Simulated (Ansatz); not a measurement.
## Cu3N: Cu vacancy, symmetric start

Consider a 16-atom supercell of Cu3N (space group Pm-3m, No. 221; a = 3.7649 Å) at its relaxed geometry.

One thing is altered: one Cu atom is removed, atoms relaxed at fixed cell.

Method: PBEsol/PAW in Ansatz (a program for electronic structure), without spin-orbit coupling. Settings: 7×7×7 k-points, 0.05 eV Fermi–Dirac smearing.

The pressure goes from zero to -3.1 GPa and the energy gained by relaxation is 0.06 eV. The mean distance from the defect site to its nearest host atoms goes up by 0.01 Å, from 1.88 Å to 1.89 Å.

Final structure:

```
CELL_PARAMETERS angstrom
      3.76491    -3.76491    -3.76491
     -3.76491     3.76491    -3.76491
      3.76491     3.76491     3.76491
ATOMIC_POSITIONS crystal
  N  0.49839 0.50000 0.99839
  N  0.00000 0.00000 0.00000
  N  0.00161 0.50000 0.50161
  N  0.50000 0.00000 0.50000
  Cu 0.25000 0.00000 0.25000
  Cu 0.25000 0.50000 0.75000
  Cu 0.75000 0.00000 0.75000
  Cu 0.25876 0.25261 0.00615
  Cu 0.75354 0.74739 0.00615
  Cu 0.74646 0.25261 0.49385
  Cu 0.24124 0.74739 0.49385
  Cu 0.50615 0.74739 0.25354
  Cu 0.99385 0.25261 0.24646
  Cu 0.99385 0.74739 0.74124
  Cu 0.50615 0.25261 0.75876
```

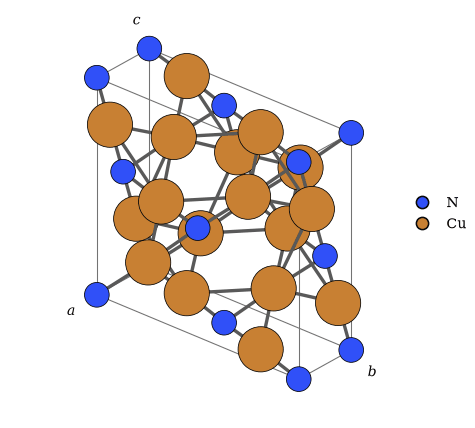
Figure: The relaxed cell after the change

In so small a cell the defect repeats every few ångströms: this is an ordered compound, not a dilute defect. The defect started on the symmetric site and kept its symmetry, so it may sit on a saddle. The final runs are not spin-polarised. Gaps under 0.05 eV, about the width of the smearing, are given as zero. The defect cell is not spin-polarised.
